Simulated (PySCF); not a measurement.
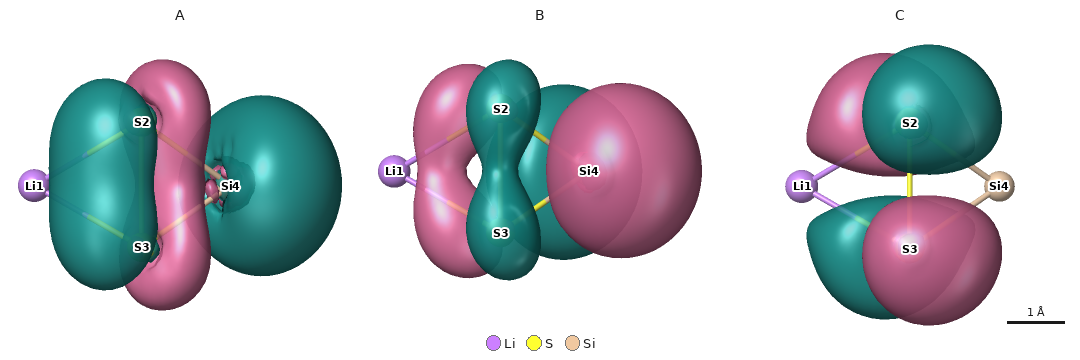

Figure. LiS₂Si (charge +1). Three frontier orbitals at ±0.08 Å⁻³ᐟ² (teal and pink are the two phases), in no order.

Geometry: PBE-D3(BJ)/def2-SVP.

Method: PySCF 2.14.0, Gaussian-basis quantum chemistry of an isolated molecule with PySCF, energy and nuclear gradient, functional PBE0.

Input

```
from pyscf import gto, dft

mol = gto.Mole()
mol.atom = 'geometry.xyz'
mol.charge = 1
mol.verbose = 3
mol.basis = 'def2-tzvpd'
mol.max_memory = 3720
mol.spin = 0
mol.build()

myscf = dft.RKS(mol, xc='pbe0')
myscf = myscf.density_fit(auxbasis='def2-universal-jkfit')
myscf.grids.level = 3
myscf.max_cycle = 100
myscf.conv_tol = 1e-09
myscf.kernel()
if not myscf.converged:
    myscf = myscf.newton().run(myscf.mo_coeff, myscf.mo_occ)

energy = myscf.e_tot
print('E = %.10f Eh' % energy)
grad = myscf.nuc_grad_method().kernel()
myscf.analyze()
```

Command:

```sh
OMP_NUM_THREADS=2 python calc.py
```

### Which picture is the HOMO−1, the HOMO and the LUMO?

A is the HOMO−1 (−12.94 eV). It lies mainly on Si4 (about 60 %), S2 (about 20 %) and S3 (about 20 %). C is the HOMO (−11.87 eV). By Hirshfeld shares it lies mainly on S2 (about 45 %) and S3 (about 45 %); π-antibonding (π*) across S2–S3. B is the LUMO (−7.55 eV). By Hirshfeld shares it lies mainly on Si4 (about 75 %), S2 (about 10 %) and S3 (about 10 %).

### What is the HOMO–LUMO gap?

4.32 eV between the orbital energies.
